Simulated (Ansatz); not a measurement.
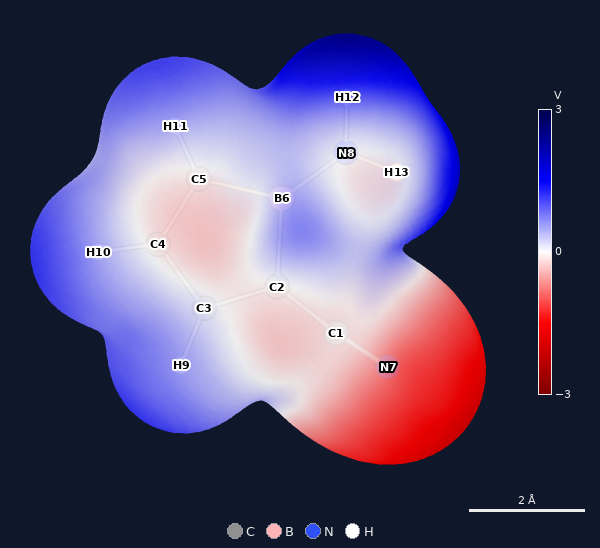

*C5H5BN2 (SMILES N#CC1=CC=CB1N). The electrostatic potential painted on the density surface at 0.002 e/bohr³, seen at a tilt; red is negative and blue positive.*

Geometry: B3LYP-D3(BJ)/def2-SVP.

Level of theory: Ansatz 0.2.0, isolated molecule in a Gaussian basis; Kohn-Sham density functional theory, functional PBE0.

Input file:

```
crystal:
  periodic: [false, false, false]
  atoms:
    - symbol: C
      position_ang: [-0.747232, 0.482413, 2.985463]
    - symbol: C
      position_ang: [-1.166623, 0.446206, 1.632781]
    - symbol: C
      position_ang: [-1.747129, 1.455957, 0.932506]
    - symbol: C
      position_ang: [-2.052509, 1.053097, -0.469096]
    - symbol: C
      position_ang: [-1.685805, -0.221714, -0.731104]
    - symbol: B
      position_ang: [-1.060092, -0.779121, 0.611588]
    - symbol: "N"
      position_ang: [-0.377530, 0.433676, 4.088661]
    - symbol: N
      position_ang: [-0.529129, -2.025222, 0.896968]
    - symbol: H
      position_ang: [-1.973567, 2.451224, 1.324518]
    - symbol: H
      position_ang: [-2.522240, 1.747402, -1.171671]
    - symbol: H
      position_ang: [-1.828504, -0.696999, -1.703549]
    - symbol: H
      position_ang: [-0.477573, -2.780986, 0.223523]
    - symbol: H
      position_ang: [-0.154233, -2.260807, 1.810570]
basis:
  gaussian:
    orbitals: def2-SVPD
total_charge: 0
hamiltonian:
  xc: {name: PBE0}
output: {forces: true, orbitals: {seedname: orbitals}}
```

Launched as:

```sh
ansatz run input.yaml --threads 2 --pin off --max-ram 5220MiB --events-out events.jsonl --progress --plain --runs-dir runs
```

> Describe the electrostatic potential map.

The most negative region (about −2.0 V, or −46 kcal/mol for a unit charge) lies over N7, the most positive (about +2.4 V, or +55 kcal/mol for a unit charge) over H12. N7 is the likeliest acceptor of a hydrogen bond.

> What dipole moment does the calculation give?

Its dipole moment is 4.72 D.
